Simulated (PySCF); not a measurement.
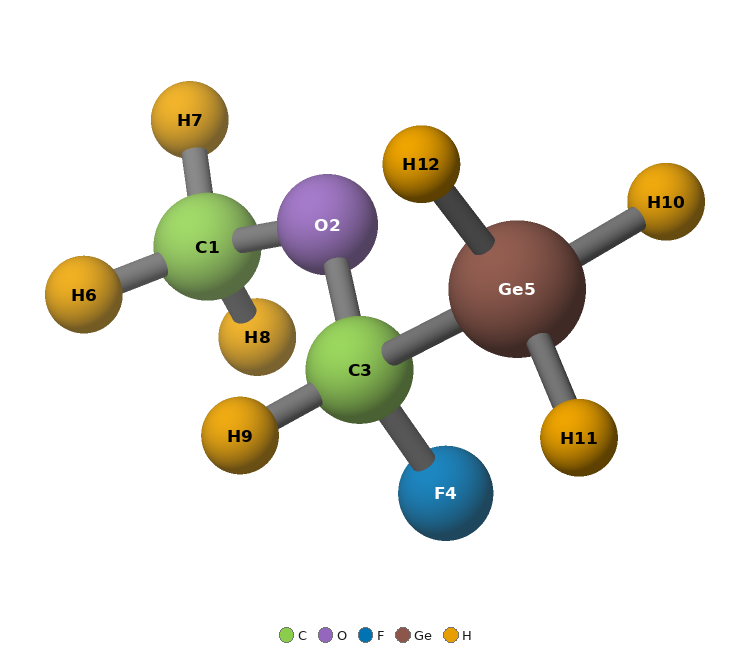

The computed structure is the end point of a GFN2-xTB optimisation. No frequency run is at hand to confirm it as a minimum. Properties computed with B3LYP/pcJ-1 (pcSseg-1 on Ge) indirect spin-spin coupling, non-relativistic, gas phase (PySCF 2.14.0). Isotopes: 13C, 19F, 1H, 17O.

Give the spin–spin coupling constants of these pairs, with the number of bonds between them: C3/F4, O2/F4, F4/H9, C1/F4, F4/H12.

| pair | bonds apart | J (Hz) |
| --- | --- | --- |
| C3, F4 | 1 | −290.1 |
| O2, F4 | 2 | −34.6 |
| F4, H9 | 2 | 67.7 |
| C1, F4 | 3 | 3.5 |
| F4, H12 | 3 | 27.8 |

Density functionals are unreliable for couplings to fluorine, so those rows may be far off.

The geometry is semi-empirical. Around Ge such bond lengths and angles can be off by a tenth of an ångström or more and by several degrees, and values that hang on the shape move with them.
